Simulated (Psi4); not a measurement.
# CH4Si (SMILES C[SiH]): CCSD(T)/6-31+G(d) (Cartesian functions)

Aim: the energy change on altering one bond length of CH4Si at CCSD(T)/6-31+G* (Cartesian functions), from 2 runs. 

Program for the calculation: Psi4 1.11.

**1. Starting point**

CH4Si has 6 atoms, charge 0, and is taken as a singlet. SMILES: `C[SiH]`. Geometry: relaxed at PBE0-D4/def2-TZVP.

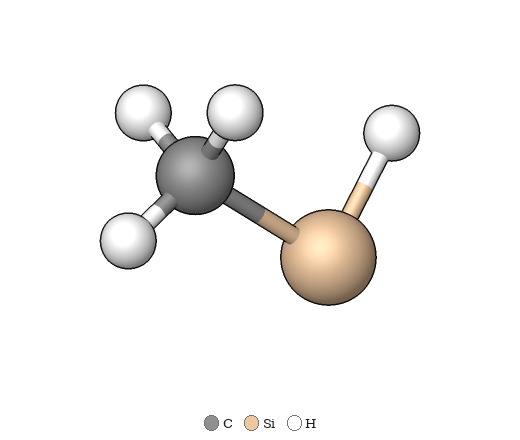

The structure, seen from a chosen angle (carbon grey, silicon light orange, hydrogen white).

**2. A single-point energy at CCSD(T)/6-31+G(d) (Cartesian functions)**

ch4si.py reads:

```python
import psi4

psi4.set_memory(1600000000)
psi4.set_num_threads(1)
psi4.core.set_output_file('output.dat', False)

geom = psi4.geometry("""
0 1
C     -0.17668939    -0.69163976    -0.69976558
Si     1.73344577     0.39646454     2.12083963
H     -2.18622415    -0.77497668    -0.19313001
H      0.40629112    -2.52391821    -1.44186103
H     -0.04535343     0.72187538    -2.21249135
H      0.26871905     2.87238371     2.42640834
units au
""")

options = {'basis': '6-31+G*', 'freeze_core': True, 'scf_type': 'pk'}
psi4.set_options(options)

energy_value = psi4.energy('ccsd(t)', molecule=geom)
print(f'total energy {energy_value:.8f} hartree = {energy_value * 27.211386:.5f} eV')
for k, v in sorted(psi4.core.scalar_variables().items()):
    print(f'{k:45s} {v:18.10f}')
```

Launch:

```
$ python ch4si.py
```

output.dat:

```text
[...]
  Running in c1 symmetry.
[...]
  Nuclear repulsion =   48.603693730984361
[...]
  Multiplicity = 1
[...]
  Nalpha       = 12
  Nbeta        = 12
[...]
    Number of basis functions: 50
[...]
   @RHF iter   1:  -328.98002930131628   -6.88318e-01   6.66411e-03 ADIIS/DIIS
[...]
   @RHF iter  10:  -329.04781326847120   -1.93268e-12   4.66572e-09 DIIS
[...]
    Orbital Energies [Eh]
    ---------------------
    Doubly Occupied:
       1A    -68.781806     2A    -11.212573     3A     -6.135653
       4A     -4.239618     5A     -4.237280     6A     -4.236043
       7A     -0.949421     8A     -0.639060     9A     -0.563803
      10A     -0.555516    11A     -0.441428    12A     -0.318653
[...]
  @RHF Final Energy:  -329.04781326847120
   => Energetics <=
    Nuclear Repulsion Energy =             48.6036937309843609
    One-Electron Energy =                -550.6813024332516306
    Two-Electron Energy =                 173.0297954337960959
    Total Energy =                       -329.0478132684712023
[...]
 Multipole Moments:
 ------------------------------------------------------------------------------------
     Multipole            Electronic (a.u.)      Nuclear  (a.u.)        Total (a.u.)
 ------------------------------------------------------------------------------------
 L = 1.  Multiply by 2.5417464519 to convert [e a0] to [Debye]
 Dipole X            :          2.4784040           -2.7843295           -0.3059255
 Dipole Y            :         -0.0223629            0.0109674           -0.0113955
 Dipole Z            :          2.5956447           -2.9256978           -0.3300531
 Magnitude           :                                                    0.4501725
[...]
      * MP2 total energy                      = -329.250809778631663
[...]
      * CCSD total energy                     = -329.286509719060916
[...]
      * CCSD(T) total energy                  = -329.292865777594557
```

On the terminal:

```text
total energy -329.29286578 hartree = -8960.51528 eV
(T) CORRECTION ENERGY                              -0.0063560585
CC D1 DIAGNOSTIC                                    0.0302745214
CC D2 DIAGNOSTIC                                    0.2119558803
CC NEW D1 DIAGNOSTIC                                0.0302745214
CC T1 DIAGNOSTIC                                    0.0134462981
CCSD CORRELATION ENERGY                            -0.2386964506
CCSD DOUBLES ENERGY                                -0.2386964506
CCSD ITERATIONS                                    14.0000000000
CCSD OPPOSITE-SPIN CORRELATION ENERGY              -0.2001299603
CCSD SAME-SPIN CORRELATION ENERGY                  -0.0385664903
CCSD SINGLES ENERGY                                 0.0000000000
CCSD TOTAL ENERGY                                -329.2865097191
CCSD(T) CORRELATION ENERGY                         -0.2450525091
CCSD(T) TOTAL ENERGY                             -329.2928657776
CURRENT CORRELATION ENERGY                         -0.2450525091
CURRENT ENERGY                                   -329.2928657776
CURRENT REFERENCE ENERGY                         -329.0478132685
DD SOLVATION ENERGY                                 0.0000000000
HF KINETIC ENERGY                                 328.8978871353
HF POTENTIAL ENERGY                              -657.9457004038
HF TOTAL ENERGY                                  -329.0478132685
HF VIRIAL RATIO                                     2.0004558440
MP2 CORRELATION ENERGY                             -0.2029965102
MP2 DOUBLES ENERGY                                 -0.2029965102
MP2 OPPOSITE-SPIN CORRELATION ENERGY               -0.1631016970
MP2 SAME-SPIN CORRELATION ENERGY                   -0.0398948132
MP2 SINGLES ENERGY                                 -0.0000000000
MP2 TOTAL ENERGY                                 -329.2508097786
NUCLEAR REPULSION ENERGY                           48.6036937310
ONE-ELECTRON ENERGY                              -550.6813024333
PCM POLARIZATION ENERGY                             0.0000000000
PE ENERGY                                           0.0000000000
SCF ITERATION ENERGY                             -329.0478132685
SCF ITERATIONS                                     10.0000000000
SCF TOTAL ENERGY                                 -329.0478132685
TWO-ELECTRON ENERGY                               173.0297954338
```

It took 2 s on 1 thread of Intel Xeon 6975P-C (Granite Rapids), shared host; peak memory 0.22 GiB.

**3. The distorted shape**

ch4si.xyz reads:

```xyz
6
CH4Si
C      0.650923    -0.335128    -0.557981
Si     1.661723     0.240672     0.934619
H     -1.156900    -0.410100    -0.102200
H      0.959423    -1.304728    -0.950681
H      0.720423     0.412872    -1.358481
H      0.886623     1.550872     1.096319
```

ch4si.py reads:

```python
import psi4

psi4.set_memory(1600000000)
psi4.set_num_threads(1)
psi4.core.set_output_file('run.log', False)

with open('ch4si.xyz') as f:
    atoms = ''.join(f.readlines()[2:])
molecule = psi4.geometry('0 1\n' + atoms + '')

options = {'basis': '6-31+G*', 'freeze_core': True, 'scf_type': 'pk'}
psi4.set_options(options)

E = psi4.energy('ccsd(t)', molecule=molecule)
print('E =', round(E, 9))
for k, v in sorted(psi4.core.scalar_variables().items()):
    print(f'{k:45s} {v:18.10f}')
```

Launch:

```
$ python ch4si.py
```

run.log:

```text
[...]
  Running in c1 symmetry.
[...]
  Nuclear repulsion =   46.657657639802331
[...]
  Multiplicity = 1
[...]
  Nalpha       = 12
  Nbeta        = 12
[...]
    Number of basis functions: 50
[...]
   @RHF iter   1:  -328.82238549415842   -8.44986e-01   7.04575e-03 DIIS/ADIIS
[...]
   @RHF iter  12:  -328.92918417442553   -8.12861e-12   9.15626e-09 DIIS
[...]
    Orbital Energies [Eh]
    ---------------------
    Doubly Occupied:
       1A    -68.792558     2A    -11.281135     3A     -6.145976
       4A     -4.249799     5A     -4.247643     6A     -4.246396
       7A     -0.931972     8A     -0.648671     9A     -0.583683
      10A     -0.460290    11A     -0.417316    12A     -0.323374
[...]
  @RHF Final Energy:  -328.92918417442553
   => Energetics <=
    Nuclear Repulsion Energy =             46.6576576398023306
    One-Electron Energy =                -546.5160576478446046
    Two-Electron Energy =                 170.9292158336167518
    Total Energy =                       -328.9291841744255294
[...]
 Multipole Moments:
 ------------------------------------------------------------------------------------
     Multipole            Electronic (a.u.)      Nuclear  (a.u.)        Total (a.u.)
 ------------------------------------------------------------------------------------
 L = 1.  Multiply by 2.5417464519 to convert [e a0] to [Debye]
 Dipole X            :          3.5736734           -3.4179041            0.1557693
 Dipole Y            :          0.0897692           -0.0153076            0.0744615
 Dipole Z            :          2.4425485           -2.7659635           -0.3234150
 Magnitude           :                                                    0.3666140
[...]
      * MP2 total energy                      = -329.142365473515042
[...]
      * CCSD total energy                     = -329.186966965804629
[...]
      * CCSD(T) total energy                  = -329.196818924685715
```

The script printed:

```text
E = -329.196818925
(T) CORRECTION ENERGY                              -0.0098519589
CC D1 DIAGNOSTIC                                    0.0572708866
CC D2 DIAGNOSTIC                                    0.2662744587
CC NEW D1 DIAGNOSTIC                                0.0572708866
CC T1 DIAGNOSTIC                                    0.0206687023
CCSD CORRELATION ENERGY                            -0.2577827914
CCSD DOUBLES ENERGY                                -0.2577827914
CCSD ITERATIONS                                    19.0000000000
CCSD OPPOSITE-SPIN CORRELATION ENERGY              -0.2204219768
CCSD SAME-SPIN CORRELATION ENERGY                  -0.0373608146
CCSD SINGLES ENERGY                                 0.0000000000
CCSD TOTAL ENERGY                                -329.1869669658
CCSD(T) CORRELATION ENERGY                         -0.2676347503
CCSD(T) TOTAL ENERGY                             -329.1968189247
CURRENT CORRELATION ENERGY                         -0.2676347503
CURRENT ENERGY                                   -329.1968189247
CURRENT REFERENCE ENERGY                         -328.9291841744
DD SOLVATION ENERGY                                 0.0000000000
HF KINETIC ENERGY                                 328.4526148673
HF POTENTIAL ENERGY                              -657.3817990417
HF TOTAL ENERGY                                  -328.9291841744
HF VIRIAL RATIO                                     2.0014509530
MP2 CORRELATION ENERGY                             -0.2131812991
MP2 DOUBLES ENERGY                                 -0.2131812991
MP2 OPPOSITE-SPIN CORRELATION ENERGY               -0.1732312373
MP2 SAME-SPIN CORRELATION ENERGY                   -0.0399500618
MP2 SINGLES ENERGY                                 -0.0000000000
MP2 TOTAL ENERGY                                 -329.1423654735
NUCLEAR REPULSION ENERGY                           46.6576576398
ONE-ELECTRON ENERGY                              -546.5160576478
PCM POLARIZATION ENERGY                             0.0000000000
PE ENERGY                                           0.0000000000
SCF ITERATION ENERGY                             -328.9291841744
SCF ITERATIONS                                     12.0000000000
SCF TOTAL ENERGY                                 -328.9291841744
TWO-ELECTRON ENERGY                               170.9292158336
```

Run time: 2.3 s. Hardware: 1 thread of Intel Xeon 6975P-C (Granite Rapids), shared host; peak memory 0.22 GiB.

**4. Results**

At CCSD(T)/6-31+G* (Cartesian functions), 6 core orbitals frozen:

| quantity | value |
| --- | --- |
| first shape: total energy | -329.29287 Eh |
| first shape: HOMO energy (Hartree–Fock orbitals) | -8.67 eV |
| first shape: LUMO energy (Hartree–Fock orbitals) | 0.42 eV |
| first shape: HOMO–LUMO gap (Hartree–Fock orbitals) | 9.09 eV |
| first shape: correlation energy (6 core orbitals frozen) | -245.1 mEh |
| first shape: (T) correction | -6.36 mEh |
| first shape: T1 diagnostic | 0.013 |
| distorted shape: total energy | -329.19682 Eh |
| distorted shape: HOMO energy (Hartree–Fock orbitals) | -8.80 eV |
| distorted shape: LUMO energy (Hartree–Fock orbitals) | 0.05 eV |
| distorted shape: HOMO–LUMO gap (Hartree–Fock orbitals) | 8.85 eV |
| distorted shape: correlation energy (6 core orbitals frozen) | -267.6 mEh |
| distorted shape: (T) correction | -9.85 mEh |
| distorted shape: T1 diagnostic | 0.021 |
| energy change with the C1–H3 bond stretched from 1.098 to 1.866 Å | 2.614 eV |

**Reading.** One bond (distorted shape) is far stretched, which a spin-restricted single reference describes badly; perturbation theory on it can break down and give far too much correlation. With the C1–H3 bond stretched from 1.098 to 1.866 Å the energy rises by 2.61 eV (60 kcal/mol). The first shape isn't relaxed at this level, so the change isn't measured from a minimum. A restricted reference can't describe the breaking bond well at this length. The triples (first shape) make up 2.6 % of the correlation energy. The T1 diagnostic (distorted shape) of 0.021 is above the customary mark for such species, so a single reference may not serve. The triples (distorted shape) make up 3.7 % of the correlation energy.
